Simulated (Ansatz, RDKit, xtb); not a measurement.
# C5H4BF3S: ranking a sample of isomers, part 2 of 2

Which of a sample of isomers of C5H4BF3S is the most stable in the gas at 298.15 K, and what are its properties? The sample is small against all isomers, and the most stable one of this formula need not be in it.

xtb, Ansatz and PySCF; isolated molecules.

## 6. Ranking at PBE0-D3(BJ)/def2-SVP

```csv
label,spin,r2SCAN-D4/def2-SVP (kcal/mol),"PBE0-D3(BJ)/def2-SVP, relaxed (kcal/mol)",time
c575a,singlet,0.0,0.0,2.2 min
c967a,singlet,3.4,1.5,3.8 min
c264b,singlet,32.3,32.7,2.1 min
```

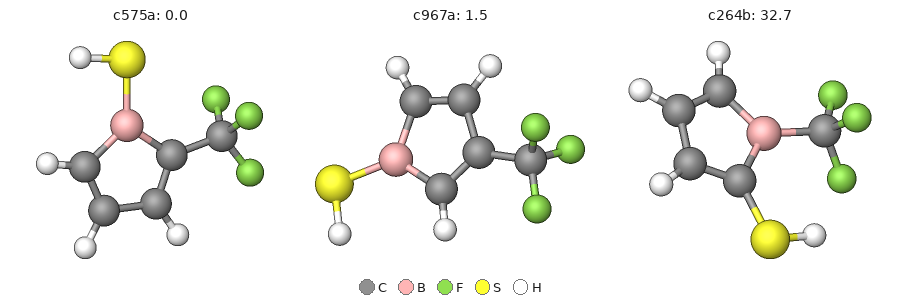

The relaxed structures, with energies at PBE0-D3(BJ)/def2-SVP in kcal/mol.

## 7. Are they minima? Harmonic frequencies

The lowest few go on as finalists. In this search the thermal terms come from GFN2-xTB at its own nearest minimum. The first, c575a:

Input file start.xyz:

```xyz
14
c575a
C     -1.863287    -0.398803    -2.225559
C     -0.413475    -0.198350    -1.979906
C      0.414334     0.489485    -2.788768
C      1.812991     0.511061    -2.265598
C      1.931279    -0.161690    -1.104003
B      0.488061    -0.705138    -0.781566
F     -2.169468    -1.701285    -2.309859
F     -2.602631     0.104877    -1.227056
F     -2.278201     0.180593    -3.357841
S     -0.081508    -1.673077     0.588126
H      0.119715     0.980917    -3.720382
H      2.617619     1.026836    -2.798306
H      2.867873    -0.267289    -0.553977
H      1.103927    -1.774648     1.229714
```

Launch:

```
xtb start.xyz --gfn 2 --ohess tight
```

Output, cut to the lines that bear on the results:

```text
* xtb version 6.7.1
[...]
          :  # basis functions                  50          :
[...]
          :  # electrons                        54          :
[...]
          :  Hamiltonian                  GFN2-xTB          :
[...]
          :  net charge                          0          :
          :  unpaired electrons                  0          :
[...]
   *** convergence criteria satisfied after 13 iterations ***
[...]
   *** GEOMETRY OPTIMIZATION CONVERGED AFTER 6 ITERATIONS ***
[...]
   *** convergence criteria satisfied after 3 iterations ***
[...]
         ::                     SUMMARY                     ::
         :::::::::::::::::::::::::::::::::::::::::::::::::::::
         :: total energy             -31.389703989409 Eh    ::
         :: gradient norm              0.000112569403 Eh/a0 ::
         :: HOMO-LUMO gap              2.048805643471 eV    ::
         ::.................................................::
         :: SCC energy               -31.651923135284 Eh    ::
         :: -> isotropic ES            0.069615573406 Eh    ::
         :: -> anisotropic ES          0.000091688204 Eh    ::
         :: -> anisotropic XC         -0.011668398390 Eh    ::
         :: -> dispersion             -0.011718514427 Eh    ::
         :: repulsion energy           0.262219145875 Eh    ::
         :: add. restraining           0.000000000000 Eh    ::
         :: total charge              -0.000000000000 e     ::
         :::::::::::::::::::::::::::::::::::::::::::::::::::::
[...]
        27        2.0000           -0.4122557             -11.2180 (HOMO)
        28                         -0.3369634              -9.1692 (LUMO)
[...]
molecular dipole:
                 x           y           z       tot (Debye)
 q only:        1.839      -0.003       0.738
   full:        1.993       0.238       0.400       5.201
molecular quadrupole (traceless):
[...]
          | TOTAL ENERGY              -31.389703989407 Eh   |
          | TOTAL ENTHALPY            -31.298930428390 Eh   |
          | TOTAL FREE ENERGY         -31.345373154519 Eh   |
          | GRADIENT NORM               0.000112597455 Eh/α |
[...]
```

Wall time 0.63 s (2 threads of Arm Neoverse N1, shared host); peak memory 0.11 GiB.

## 8. Zero-point energy and free-energy terms

As xtb prints them, at 298.15 K, with its own treatment of low modes:

```csv
label,SMILES,spin,lowest mode (cm⁻¹),zero-point (kcal/mol),G − E (kcal/mol)
c575a,FC(F)(F)C1=CC=CB1S,singlet,24,50.2,27.8
c967a,FC(F)(F)C1=CB(S)C=C1,singlet,22,50.2,27.7
c264b,FC(F)(F)B1C=CC=C1S,singlet,15,49.2,26.4
```

## 9. The final energy

Single points at CCSD(T)/def2-SVP + MP2/def2-TZVPP - MP2/def2-SVP on the refined geometries decide the order.

c575a, CCSD(T)/def2-SVP:

Input file input.yaml:

```yaml
crystal:
  periodic: [false, false, false]
  atoms:
    - {symbol: C, position_ang: [-1.863287, -0.398803, -2.225559]}
    - {symbol: C, position_ang: [-0.413475, -0.198350, -1.979906]}
    - {symbol: C, position_ang: [0.414334, 0.489485, -2.788768]}
    - {symbol: C, position_ang: [1.812991, 0.511061, -2.265598]}
    - {symbol: C, position_ang: [1.931279, -0.161690, -1.104003]}
    - {symbol: B, position_ang: [0.488061, -0.705138, -0.781566]}
    - {symbol: F, position_ang: [-2.169468, -1.701285, -2.309859]}
    - {symbol: F, position_ang: [-2.602631, 0.104877, -1.227056]}
    - {symbol: F, position_ang: [-2.278201, 0.180593, -3.357841]}
    - {symbol: S, position_ang: [-0.081508, -1.673077, 0.588126]}
    - {symbol: H, position_ang: [0.119715, 0.980917, -3.720382]}
    - {symbol: H, position_ang: [2.617619, 1.026836, -2.798306]}
    - {symbol: H, position_ang: [2.867873, -0.267289, -0.553977]}
    - {symbol: H, position_ang: [1.103927, -1.774648, 1.229714]}
basis:
  gaussian:
    orbitals: def2-SVP
correlation:
  method: ccsd_t
  frozen_orbitals: {S: 5, B: 1, H: 0, F: 1, C: 1}
```

Launch:

```
ansatz run input.yaml --threads 2 --pin off --max-ram 5220MiB --events-out events.jsonl --progress --plain --runs-dir runs
```

Output, cut to the lines that bear on the results:

```text
Warning: RAYON_NUM_THREADS=2 ignored (pool sized by the plan → 2); use --threads N
Functional definition: HF
  name "HF"
[...]
1629 factors; integrals over basis functions are off by at most 1.2e-3 eV
[...]
mean field -24808.30295405 eV, -911.6883178896 hartree, gradient 6.7e-6 eV, S^2 0.000000; 0 other end points of the search recorded, 0 dependent functions left out; unrestricted orbitals would lower it
14 core orbitals not correlated: weight in the atoms' cores, before any rotation towards them, 1.000 or more for the frozen orbitals, at most 0.000 for the correlated occupied ones
reference -24808.30295405 eV, -911.6883178896 hartree; 27, 27 occupied and 123, 123 virtual orbitals, 1629 factors
second order -37.91720178 eV of doubles, -0.00000000 eV of singles
cycle   1  -38.32724332 eV  change   -4.1e-1 eV  update   1.4e-1
[...]
cycle  10  -39.48168066 eV  change   -3.2e-5 eV  update   6.5e-5
perturbative correction -1.28581709 eV, -0.0472529065 hartree
Total energy: -24849.07045180 eV, -913.1864957989 hartree
```

Wall time 5.3 min (2 threads of Arm Neoverse N1, shared host); peak memory 1.9 GiB.

## 10. c575a at MP2/def2-TZVPP

input.yaml, as its differences from that of step 9:

```diff
@@ -1 +1,3 @@
+basis:
+  gaussian: {orbitals: def2-TZVPP}
 crystal:
@@ -17,7 +19,2 @@
     - {symbol: H, position_ang: [1.103927, -1.774648, 1.229714]}
-basis:
-  gaussian:
-    orbitals: def2-SVP
-correlation:
-  method: ccsd_t
-  frozen_orbitals: {S: 5, B: 1, H: 0, F: 1, C: 1}
+correlation: {method: mp2, frozen_orbitals: {S: 5, B: 1, H: 0, F: 1, C: 1}}
```

Launch:

```
ansatz run input.yaml --threads 2 --pin off --max-ram 5220MiB --events-out events.jsonl --progress --plain --runs-dir runs
```

Output:

```text
Warning: RAYON_NUM_THREADS=2 ignored (pool sized by the plan → 2); use --threads N
[... 2 set-up lines as earlier in the session ...]
  exchange = exact_x
  correlation = 0
2355 factors; integrals over basis functions are off by at most 8.4e-4 eV
mean field evaluation 1: about -24821.3247 eV, gradient 5.4e1 eV
mean field evaluation 2: about -24821.7939 eV, gradient 5.4e1 eV
mean field evaluation 4: about -24828.4717 eV, gradient 5.6e0 eV
mean field evaluation 8: about -24828.5950 eV, gradient 4.3e-1 eV
mean field evaluation 16: about -24828.5964 eV, gradient 1.8e-6 eV
mean field -24828.59637270 eV, -912.4340872697 hartree, gradient 1.8e-6 eV, S^2 0.000000; 0 other end points of the search recorded, 0 dependent functions left out; unrestricted orbitals would lower it
14 core orbitals not correlated: weight in the atoms' cores, before any rotation towards them, 1.000 or more for the frozen orbitals, at most 0.000 for the correlated occupied ones
reference -24828.59637270 eV, -912.4340872697 hartree; 27, 27 occupied and 336, 336 virtual orbitals, 2355 factors
second order -48.43418228 eV of doubles, -0.00000000 eV of singles
Total energy: -24877.03055498 eV, -914.2140106386 hartree
```

Run time: 62 s. Hardware: 2 threads of Arm Neoverse N1, shared host; peak memory 1.6 GiB.

## 11. c967a at CCSD(T)/def2-SVP

Input file input.yaml:

```yaml
crystal:
  periodic: [false, false, false]
  atoms:
    - {symbol: C, position_ang: [-1.823066, -0.781586, -2.392158]}
    - {symbol: C, position_ang: [-0.470131, -0.457294, -1.844124]}
    - {symbol: C, position_ang: [0.386639, 0.459124, -2.327200]}
    - {symbol: C, position_ang: [1.292042, -0.738796, -0.308067]}
    - {symbol: C, position_ang: [0.063020, -1.175893, -0.639844]}
    - {symbol: B, position_ang: [1.641060, 0.373175, -1.367374]}
    - {symbol: F, position_ang: [-2.771654, -0.577464, -1.469752]}
    - {symbol: F, position_ang: [-2.127829, -0.046459, -3.459332]}
    - {symbol: F, position_ang: [-1.895877, -2.070113, -2.748160]}
    - {symbol: S, position_ang: [3.152768, 1.299587, -1.413539]}
    - {symbol: H, position_ang: [0.176956, 1.081498, -3.197720]}
    - {symbol: H, position_ang: [2.874078, 2.061450, -2.494768]}
    - {symbol: H, position_ang: [1.865391, -1.125014, 0.535508]}
    - {symbol: H, position_ang: [-0.514846, -1.952035, -0.129724]}
basis:
  gaussian:
    orbitals: def2-SVP
correlation:
  method: ccsd_t
  frozen_orbitals: {S: 5, B: 1, H: 0, F: 1, C: 1}
```

Launch:

```
ansatz run input.yaml --threads 2 --pin off --max-ram 5220MiB --events-out events.jsonl --progress --plain --runs-dir runs
```

Output, cut to the lines that bear on the results:

```text
Warning: RAYON_NUM_THREADS=2 ignored (pool sized by the plan → 2); use --threads N
[... 2 set-up lines as earlier in the session ...]
[...]
1631 factors; integrals over basis functions are off by at most 1.1e-3 eV
[...]
mean field -24808.24635776 eV, -911.6862380143 hartree, gradient 1.0e-6 eV, S^2 0.000000; 0 other end points of the search recorded, 0 dependent functions left out; unrestricted orbitals would lower it
14 core orbitals not correlated: weight in the atoms' cores, before any rotation towards them, 1.000 or more for the frozen orbitals, at most 0.000 for the correlated occupied ones
reference -24808.24635776 eV, -911.6862380143 hartree; 27, 27 occupied and 123, 123 virtual orbitals, 1631 factors
second order -37.92350437 eV of doubles, -0.00000000 eV of singles
cycle   1  -38.33487767 eV  change   -4.1e-1 eV  update   1.4e-1
[...]
cycle  10  -39.48721328 eV  change   -2.8e-5 eV  update   5.5e-5
perturbative correction -1.28339449 eV, -0.0471638777 hartree
Total energy: -24849.01696553 eV, -913.1845302145 hartree
```

Wall time 5.5 min (2 threads of Arm Neoverse N1, shared host); peak memory 1.9 GiB.

For c575a, c967a, c264b the log finds that unrestricted Hartree-Fock orbitals lie lower, a sign to watch the closed-shell reference there.

## 12. Putting it together

Energies in kcal/mol from c575a; G adds the thermal terms to the CCSD(T)/def2-SVP + MP2/def2-TZVPP - MP2/def2-SVP energy. The columns left of the relaxed level are at the tight-binding geometries.

```csv
label,SMILES,spin,GFN2-xTB,HF/STO-3G,r2SCAN-D4/def2-SVP,PBE0-D3(BJ)/def2-SVP,HF/def2-SVP,MP2/def2-SVP,CCSD(T)/def2-SVP + MP2/def2-TZVPP - MP2/def2-SVP,G,share at equilibrium,T1
c575a,FC(F)(F)C1=CC=CB1S,singlet,0.0,0.0,0.0,0.0,0.0,0.0,0.0,0.0,85.8 %,0.014
c967a,FC(F)(F)C1=CB(S)C=C1,singlet,2.2,2.0,3.4,1.5,1.3,1.2,1.1,1.1,14.2 %,0.014
c264b,FC(F)(F)B1C=CC=C1S,singlet,29.2,32.6,32.3,32.7,34.7,35.8,32.2,30.8,< 0.1 %,0.014
```

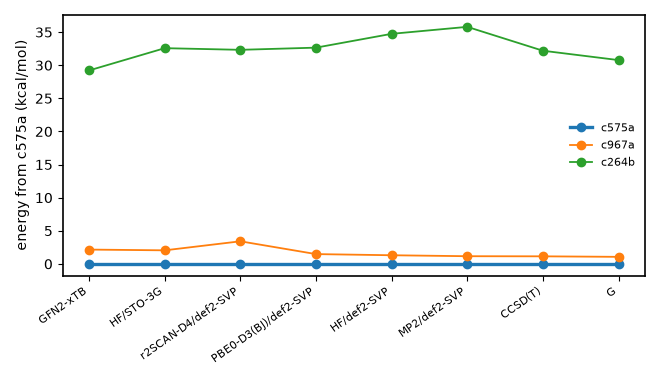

The finalists at each level, measured from c575a.

Lowest found: c575a, `FC(F)(F)C1=CC=CB1S`, a singlet. Bond lengths: C1–C2 1.484 Å, C2–C3 1.346 Å, C3–C4 1.493 Å, C4–C5 1.348 Å, C2–B6 1.583 Å, C5–B6 1.575 Å, C1–F7 1.341 Å, C1–F8 1.341 Å, C1–F9 1.338 Å, B6–S10 1.771 Å, C3–H11 1.094 Å, C4–H12 1.094 Å, C5–H13 1.091 Å, S10–H14 1.352 Å. Some angles: C1–C2–C3 124.8°, C1–C2–B6 129.7°, C3–C2–B6 105.6°, C2–C1–F7 111.4°, C2–C1–F8 111.4°, C2–C1–F9 112.6°, F7–C1–F8 106.6°, F7–C1–F9 107.3°, F8–C1–F9 107.3°, C2–C3–C4 111.9°.

```xyz
14

C    -1.8633   -0.3988   -2.2256
C    -0.4135   -0.1983   -1.9799
C     0.4143    0.4895   -2.7888
C     1.8130    0.5111   -2.2656
C     1.9313   -0.1617   -1.1040
B     0.4881   -0.7051   -0.7816
F    -2.1695   -1.7013   -2.3099
F    -2.6026    0.1049   -1.2271
F    -2.2782    0.1806   -3.3578
S    -0.0815   -1.6731    0.5881
H     0.1197    0.9809   -3.7204
H     2.6176    1.0268   -2.7983
H     2.8679   -0.2673   -0.5540
H     1.1039   -1.7746    1.2297
```

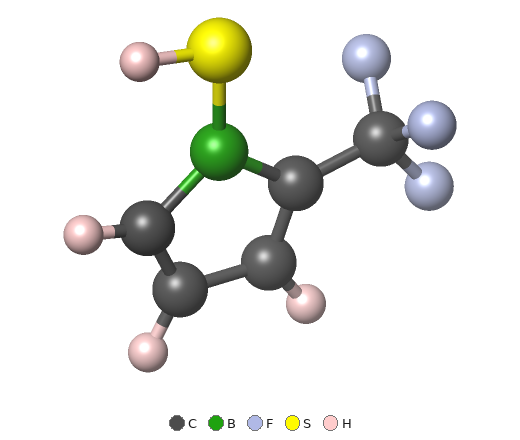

The lowest structure found, seen from a chosen angle (carbon dark grey, boron green, fluorine light blue, sulfur yellow, hydrogen pink).

## 13. Outcome

What follows sums up all 2 parts.

| quantity | value |
| --- | --- |
| lowest structure found | FC(F)(F)C1=CC=CB1S, singlet |
| next finalist | FC(F)(F)C1=CB(S)C=C1, singlet, 1.1 kcal/mol higher in G |
| share at equilibrium, among the finalists | 85.8 % |
| funnel | 7 starts, 7 minima at GFN2-xTB from these starts (10 with those found later), 10 screening runs, 3 relaxed, 3 ranked |
| CPU time of all runs | 56 min |

In words: `FC(F)(F)C1=CC=CB1S` comes out lowest. Its margin of 1.1 kcal/mol is inside the likely error of CCSD(T)/def2-SVP + MP2/def2-TZVPP - MP2/def2-SVP with harmonic terms (about 1.5 kcal/mol), so the order of the first two is not settled. GFN2-xTB, HF/STO-3G, r2SCAN-D4/def2-SVP, PBE0-D3(BJ)/def2-SVP, HF/def2-SVP and MP2/def2-SVP already put its bonding pattern lowest among the structures in one piece. The largest share of the time went into the final energies (64 % of the CPU time that the search's summary counts). Lowest found is not proven lowest: the search is finite, and each finalist counts with one conformer. Only 6 drawn patterns were tried, so whole families of isomers are missing, and the result ranks this sample alone.
